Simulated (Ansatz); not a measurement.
The reference is CuI in the zinc blende structure (space group F-43m, No. 216; a = 6.021 Å).

It is then changed as follows: Cl replaces 50.0 % of the I, ordered in a cell of 4 atoms (starting symmetry R3m) and fully relaxed.

Method: Ansatz (a quantum-chemistry and plane-wave program) r2SCAN, spin-orbit coupling left out, earlier PAW set.

The zone is the changed cell's own and can be folded.

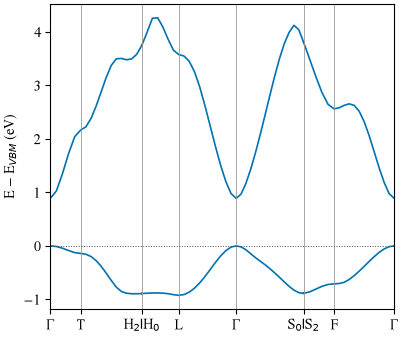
Fig. 1. Highest valence and lowest conduction band along the path of the changed cell's own zone

Question: Read the changed gap and its character from the plot.

Answer: About 0.9 eV, direct at Γ.

These are small ordered cells, not random alloys; other orderings at the same x differ. With I present, leaving out spin-orbit coupling can change the band edges. Stability against distortions was not tested. No Hubbard U is applied. The final runs are not spin-polarised. k-point labels follow each cell's own Brillouin zone.
